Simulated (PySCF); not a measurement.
# One shape, several levels: CH4Si (SMILES C=[SiH2])

Aim: a comparison of 6 runs (B3LYP/STO-3G, SVWN5/STO-3G, UMP2/STO-3G, CCSDTQ/STO-3G, CCSD(T)/STO-3G, FCI/STO-3G) of CH4Si. 

The results are computed with PySCF 2.14.0.

2 further runs of the same task are left out: 2 set aside as unsound or not needed.

## 1. Starting point

The species is CH4Si (6 atoms), meant as a singlet with charge 0. SMILES: `C=[SiH2]`. The Si2–H6 distance was set to 2.625 Å, away from the relaxed value. At this shape a bond of the SMILES string is far longer than usual.

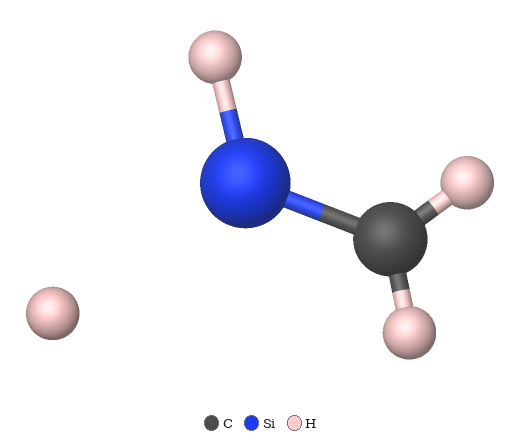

The structure, seen from a chosen angle (carbon dark grey, silicon blue, hydrogen pink).

## 2. A single-point energy at B3LYP/STO-3G (run 1)

File input.xyz:

```xyz
6
CH4Si
C     -1.486367    -1.053110     0.473745
Si    -0.136407    -0.054190     0.957105
H     -2.156187    -1.502560     1.186975
H     -1.710597    -1.264110    -0.557895
H      0.205303     0.260020     2.339595
H      1.545870     1.084200    -0.705300
```

File calc.py:

```python
from pyscf import gto, dft

system = gto.M(
    atom='input.xyz',
    spin=0,
    verbose=3,
    basis='sto-3g',
    charge=0,
    max_memory=1860,
)

ks = dft.RKS(system, xc='b3lyp')
ks.grids.level = 5
ks.conv_tol = 1e-10
ks.kernel()
if not ks.converged:
    ks = ks.newton().run(ks.mo_coeff, ks.mo_occ)

e_final = ks.e_tot
print('Final energy', e_final)
```

Launch:

```sh
OMP_NUM_THREADS=1 python calc.py
```

Output:

```text
converged SCF energy = -325.901071187881
Final energy -325.9010711878809
```

Run time: 3.9 s. Hardware: 1 thread of Arm Neoverse V1, shared host; peak memory 0.2 GiB.

## 3. The energy at SVWN5/STO-3G (run 2)

File input.py:

```python
from pyscf import gto, dft

system = gto.Mole()
system.atom = [
    ('C', (-1.486367, -1.053110, 0.473745)),
    ('Si', (-0.136407, -0.054190, 0.957105)),
    ('H', (-2.156187, -1.502560, 1.186975)),
    ('H', (-1.710597, -1.264110, -0.557895)),
    ('H', (0.205303, 0.260020, 2.339595)),
    ('H', (1.545870, 1.084200, -0.705300)),
]
system.max_memory = 1860
system.verbose = 3
system.basis = 'sto-3g'
system.charge = 0
system.build()

calc0 = dft.RKS(system, xc='svwn')
calc0.conv_tol = 1e-10
calc0.grids.level = 5
calc0.kernel()
if not calc0.converged:
    calc0 = calc0.newton().run(calc0.mo_coeff, calc0.mo_occ)

e_final = calc0.e_tot
print('E = %.10f Eh' % e_final)
```

Launch:

```sh
OMP_NUM_THREADS=1 python input.py
```

Output:

```text
converged SCF energy = -324.31548909928
E = -324.3154890993 Eh
```

Wall time 2.8 s (1 thread of Arm Neoverse V1, shared host); peak memory 0.14 GiB.

Runs 3 to 5 aren't shown in full; the table further down has their settings and results.

## 4. The energy at FCI/STO-3G (run 6)

File calc.py:

```python
from pyscf import gto, mcscf
from pyscf import fci

mol = gto.M(
    atom='''
C       -1.486367      -1.053110       0.473745
Si      -0.136407      -0.054190       0.957105
H       -2.156187      -1.502560       1.186975
H       -1.710597      -1.264110      -0.557895
H        0.205303       0.260020       2.339595
H        1.545870       1.084200      -0.705300
''',
    verbose=4,
    basis='sto-3g',
    charge=0,
    max_memory=1860,
    spin=0,
)

calc0 = mol.RHF()
calc0.conv_tol = 1e-10
calc0.kernel()
if not calc0.converged:
    calc0 = calc0.newton().run(calc0.mo_coeff, calc0.mo_occ)

cas = mcscf.CASCI(calc0, calc0.mo_coeff.shape[-1] - 6, (mol.nelec[0] - 6, mol.nelec[1] - 6))  # full CI above the frozen core
cas.fcisolver = fci.direct_spin0.FCI(mol)  # even spin states alone
cas.kernel()
print('<S^2> = %.4f' % cas.fcisolver.spin_square(cas.ci, cas.ncas, cas.nelecas)[0])
e_tot = cas.e_tot
print('E(%s) = %.9f' % ('FCI', e_tot))
```

Launch:

```sh
OMP_NUM_THREADS=1 python calc.py
```

Output:

```text
PySCF version 2.14.0

[INPUT] num. atoms = 6
[INPUT] num. electrons = 24
[INPUT] charge = 0
[INPUT] spin (= nelec alpha-beta = 2S) = 0
[INPUT] symmetry False subgroup None
[INPUT] Mole.unit = angstrom
[INPUT] Symbol           X                Y                Z      unit          X                Y                Z       unit  Magmom
[INPUT]  1 C     -1.486367000000  -1.053110000000   0.473745000000 AA   -2.808826550591  -1.990089479041   0.895248302882 Bohr   0.0
[INPUT]  2 Si    -0.136407000000  -0.054190000000   0.957105000000 AA   -0.257771871474  -0.102404258690   1.808666322452 Bohr   0.0
[INPUT]  3 H     -2.156187000000  -1.502560000000   1.186975000000 AA   -4.074602903348  -2.839426885726   2.243057666706 Bohr   0.0
[INPUT]  4 H     -1.710597000000  -1.264110000000  -0.557895000000 AA   -3.232559839503  -2.388821691324  -1.054268756264 Bohr   0.0
[INPUT]  5 H      0.205303000000   0.260020000000   2.339595000000 AA    0.387966442552   0.491366586909   4.421193792402 Bohr   0.0
[INPUT]  6 H      1.545870000000   1.084200000000  -0.705300000000 AA    2.921270924181   2.048841064253  -1.332823835656 Bohr   0.0

nuclear repulsion = 48.0971238176218
number of shells = 12
number of NR pGTOs = 54
number of NR cGTOs = 18
basis = sto-3g
ecp = {}

******** <class 'pyscf.scf.hf.RHF'> ********
method = RHF
initial guess = minao
damping factor = 0
level_shift factor = 0
DIIS = <class 'pyscf.scf.diis.CDIIS'>
diis_start_cycle = 1
diis_space = 8
diis_damp = 0
SCF conv_tol = 1e-10
SCF conv_tol_grad = None
SCF max_cycles = 50
direct_scf = True
direct_scf_tol = 1e-13
Set gradient conv threshold to 1e-05
Initial guess from minao.
init E= -324.67520175712
  HOMO = -0.132364408592613  LUMO = -0.00994692471466585  gap/eV = 3.33115
cycle= 1 E= -324.931779573738  delta_E= -0.257  |g|= 0.286  |ddm|= 2.81
  HOMO = -0.203222134016178  LUMO = 0.121960583121737  gap/eV = 8.84867
cycle= 2 E= -324.95634540811  delta_E= -0.0246  |g|= 0.204  |ddm|= 0.81
  HOMO = -0.211279450147201  LUMO = 0.12926016645674  gap/eV = 9.26655
cycle= 3 E= -324.972948200402  delta_E= -0.0166  |g|= 0.0251  |ddm|= 0.334
  HOMO = -0.20951818617038  LUMO = 0.125475560633766  gap/eV = 9.11564
cycle= 4 E= -324.973426373291  delta_E= -0.000478  |g|= 0.00623  |ddm|= 0.0716
  HOMO = -0.211790316499737  LUMO = 0.127452412046119  gap/eV = 9.23126
cycle= 5 E= -324.973456231676  delta_E= -2.99e-05  |g|= 0.0034  |ddm|= 0.0168
  HOMO = -0.210338893077691  LUMO = 0.127718528950967  gap/eV = 9.19901
cycle= 6 E= -324.973466717651  delta_E= -1.05e-05  |g|= 0.00161  |ddm|= 0.00958
  HOMO = -0.210445676132551  LUMO = 0.127964948061256  gap/eV = 9.20862
cycle= 7 E= -324.973469480091  delta_E= -2.76e-06  |g|= 0.00014  |ddm|= 0.00754
  HOMO = -0.210432227838046  LUMO = 0.127944753722067  gap/eV = 9.20771
cycle= 8 E= -324.973469499435  delta_E= -1.93e-08  |g|= 1.1e-05  |ddm|= 0.000607
  HOMO = -0.210431428818542  LUMO = 0.12794800186968  gap/eV = 9.20777
cycle= 9 E= -324.973469499517  delta_E= -8.2e-11  |g|= 1.26e-06  |ddm|= 3.34e-05
  HOMO = -0.210431691492658  LUMO = 0.127948123664733  gap/eV = 9.20778
Extra cycle  E= -324.973469499518  delta_E= -1.19e-12  |g|= 4.53e-07  |ddm|= 2.87e-06
converged SCF energy = -324.973469499518

******** <class 'pyscf.mcscf.casci.CASCI'> ********
CAS (6e+6e, 12o), ncore = 6, nvir = 0
natorb = False
canonicalization = True
sorting_mo_energy = False
******** <class 'pyscf.fci.direct_spin0.FCISolver'> ********
max. cycles = 100
conv_tol = 1e-10
davidson only = False
linear dependence = 1e-14
level shift = 0.001
max iter space = 12
nroots = 1
pspace_size = 400
spin = None
Density matrix diagonal elements [1.97958278 1.969844   1.97365052 1.96266835 1.56009255 1.80941032
 0.45145789 0.19028985 0.03466593 0.02565264 0.02235765 0.02032753]
CASCI converged
CASCI E = -325.227526406650  E(CI) = -26.2603440172425  S^2 = 0.0000000
<S^2> = 0.0000
E(FCI) = -325.227526407
```

It took 16 s on 1 thread of Arm Neoverse V1, shared host; peak memory 0.3 GiB.

## 5. Overview of the runs

```tsv
run	level	integration grid	frozen core orbitals	energy (Eh)	dipole moment (D) of the reference	HOMO energy (eV)	LUMO energy (eV)	wall time
1	B3LYP/STO-3G	5	–	-325.901071	0.81	-3.45	-0.21	3.9 s
2	SVWN5/STO-3G	5	–	-324.315489	0.73	-2.47	-0.52	2.8 s
3	UMP2/STO-3G	–	6	-325.159885	0.74	-5.60	6.39	1 s
4	CCSDTQ/STO-3G	–	6	-325.227510	1.05	-5.73	3.48	31 s
5	CCSD(T)/STO-3G	–	6	-325.227775	1.05	-5.73	3.48	0.93 s
6	FCI/STO-3G	–	6	-325.227526	1.05	-5.73	3.48	16 s
```

## 6. Results

| quantity | value |
| --- | --- |
| run 6: total energy | -325.22753 Eh |
| run 6: dipole moment (Hartree–Fock density) | 1.05 D |
| run 6: HOMO energy (Hartree–Fock orbitals) | -5.73 eV |
| run 6: LUMO energy (Hartree–Fock orbitals) | 3.48 eV |
| run 6: HOMO–LUMO gap (Hartree–Fock orbitals) | 9.21 eV |
| run 6: correlation energy (6 core orbitals frozen) | -254.1 mEh |

What this shows: Against full CI in this basis: UMP2 +67.6 mEh; CCSDTQ +0.0 mEh; CCSD(T) -0.2 mEh. Totals of different functionals can't be ranked against each other. In runs 1, 2, 3, 4, 5, 6 the basis is minimal, so the values are rough. In runs 1, 2, 5 a closed-shell determinant meets a far-stretched bond, which it describes badly. Spin contamination of the reference: run 3 ⟨S²⟩ = 1.57. Where it is this large, the reference is a mixture of spin states, and values that rest on it are in doubt. All runs together took 55 s, the longest 31 s.
